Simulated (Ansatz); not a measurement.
# AlNH2ClF (SMILES [NH2][Al]([F])[Cl]) at CCSD/aug-cc-pVDZ

What is the vertical electron affinity of AlNH2ClF at CCSD/aug-cc-pVDZ? 

The results are computed with Ansatz 0.2.0.

98 further runs of the same task are left out: 98 set aside as unsound or not needed.

### Step 1. Starting point

AlNH2ClF has 6 atoms, charge 0, and is taken as a singlet. SMILES: `[NH2][Al]([F])[Cl]`. The coordinates come from a PBE0-D4/def2-TZVP relaxation.

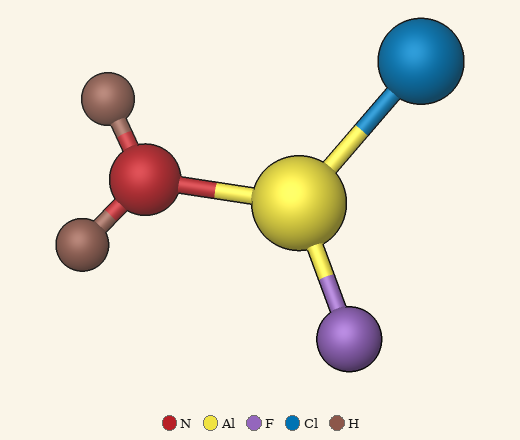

Viewed from a chosen angle; nitrogen red, aluminium yellow, fluorine purple, chlorine blue, hydrogen brown.

### Step 2. A single-point energy at CCSD/aug-cc-pVDZ

Input file job.yaml:

```yaml
crystal:
  periodic: [false, false, false]
  atoms:
    - {symbol: N, position_ang: [-0.112300, 0.982600, -0.025800]}
    - {symbol: Al, position_ang: [0.152500, -0.739100, 0.092300]}
    - {symbol: F, position_ang: [1.041800, -1.345500, 1.331100]}
    - {symbol: Cl, position_ang: [-0.641100, -2.049400, -1.313600]}
    - {symbol: H, position_ang: [0.246300, 1.661500, 0.624800]}
    - {symbol: H, position_ang: [-0.645100, 1.426000, -0.754900]}
basis:
  gaussian: {orbitals: aug-cc-pVDZ}
correlation: {method: ccsd, frozen_orbitals: {Al: 5, Cl: 5, F: 1, H: 0, "N": 1}}
accuracy: high
scf: {omitted_lower_state_checks: [cluster_reference, increment]}
```

Run with:

```
$ ansatz run job.yaml --threads 1 --pin off --max-ram 3480MiB --events-out events.jsonl --progress --plain --runs-dir runs
```

The log of the run (excerpt; [...] marks lines left out):

```text
Warning: RAYON_NUM_THREADS=1 ignored (pool sized by the plan → 1); use --threads N
Functional definition: HF
  name "HF"
[...]
2354 factors; integrals over basis functions are off by at most 4.0e-9 eV
[...]
mean field -23311.86760995 eV, -856.6953333143 hartree, gradient 3.5e-8 eV, S^2 0.000000; 0 other end points of the search recorded, 0 dependent functions left out
12 core orbitals not correlated: weight in the atoms' cores, before any rotation towards them, 1.000 or more for the frozen orbitals, at most 0.000 for the correlated occupied ones
reference -23311.86760995 eV, -856.6953333143 hartree; 12, 12 occupied and 94, 94 virtual orbitals, 2354 factors
second order -16.16005912 eV of doubles, -0.00000000 eV of singles
cycle   1  -16.43143244 eV  change   -2.7e-1 eV  update   8.9e-2
[...]
cycle  20  -16.81749139 eV  change  -5.8e-10 eV  update   2.3e-9
Total energy: -23328.68510134 eV, -857.3133647237 hartree
Checks for a lower state left out: cluster_reference, increment
```

Run time: 27 s. Hardware: 1 thread of Intel Xeon Platinum 8259CL at 2.50GHz (Skylake/Cascade Lake), shared host; peak memory 1 GiB.

### Step 3. The doublet anion at the same level

Input file run.yaml:

```yaml
basis:
  gaussian: {orbitals: aug-cc-pVDZ}
crystal:
  periodic: [false, false, false]
  atoms:
    - {symbol: N, position_ang: [-0.112300, 0.982600, -0.025800]}
    - {symbol: Al, position_ang: [0.152500, -0.739100, 0.092300]}
    - {symbol: F, position_ang: [1.041800, -1.345500, 1.331100]}
    - {symbol: Cl, position_ang: [-0.641100, -2.049400, -1.313600]}
    - {symbol: H, position_ang: [0.246300, 1.661500, 0.624800]}
    - {symbol: H, position_ang: [-0.645100, 1.426000, -0.754900]}
total_charge: -1
correlation: {method: ccsd, frozen_orbitals: {Al: 5, Cl: 5, F: 1, H: 0, "N": 1}}
magnetization: {spin_polarized: true, initial_magnetization: 1}
scf: {omitted_lower_state_checks: [cluster_reference, increment]}
accuracy: high
```

Run with:

```
$ ansatz run run.yaml --threads 1 --pin off --max-ram 3480MiB --events-out events.jsonl --progress --plain --runs-dir runs
```

The log of the run (excerpt; [...] marks lines left out):

```text
Warning: RAYON_NUM_THREADS=1 ignored (pool sized by the plan → 1); use --threads N
[... 2 set-up lines as earlier in the session ...]
[...]
2354 factors; integrals over basis functions are off by at most 4.0e-9 eV
[...]
mean field -23311.22182994 eV, -856.6716013367 hartree, gradient 4.5e-8 eV, S^2 0.751447; 12 other end points of the search recorded, 0 dependent functions left out
12 core orbitals not correlated: weight in the atoms' cores, before any rotation towards them, 1.000 or more for the frozen orbitals, at most 0.000 for the correlated occupied ones
reference -23311.22182994 eV, -856.6716013367 hartree; 13, 12 occupied and 93, 94 virtual orbitals, 2354 factors
second order -16.47643773 eV of doubles, -0.00000000 eV of singles
cycle   1  -16.70832556 eV  change   -2.3e-1 eV  update   1.1e-1
[...]
cycle  27  -17.17912862 eV  change    2.0e-9 eV  update   2.4e-9
Total energy: -23328.40095857 eV, -857.3029226692 hartree
Checks for a lower state left out: cluster_reference, increment
```

It took 2.5 min on 1 thread of Intel Xeon Platinum 8259CL at 2.50GHz (Skylake/Cascade Lake), shared host; peak memory 2.3 GiB.

### Step 4. Outcome

Level: CCSD/aug-cc-pVDZ, 12 core orbitals frozen.

```
                                                      quantity          value
                                singlet AlNH2ClF: total energy  -857.31336 Eh
singlet AlNH2ClF: correlation energy (12 core orbitals frozen)     -618.0 mEh
                               singlet AlNH2ClF: T1 diagnostic          0.012
                                   doublet anion: total energy  -857.30292 Eh
   doublet anion: correlation energy (12 core orbitals frozen)     -631.3 mEh
              doublet anion: ⟨S²⟩ of the reference determinant          0.751
                                  doublet anion: T1 diagnostic          0.041
             vertical electron affinity (to the doublet anion)      -0.284 eV
```

**Reading.** The anion lies 0.28 eV (27.4 kJ/mol) above the neutral: the electron isn't bound at this level, and such a value depends on the basis.
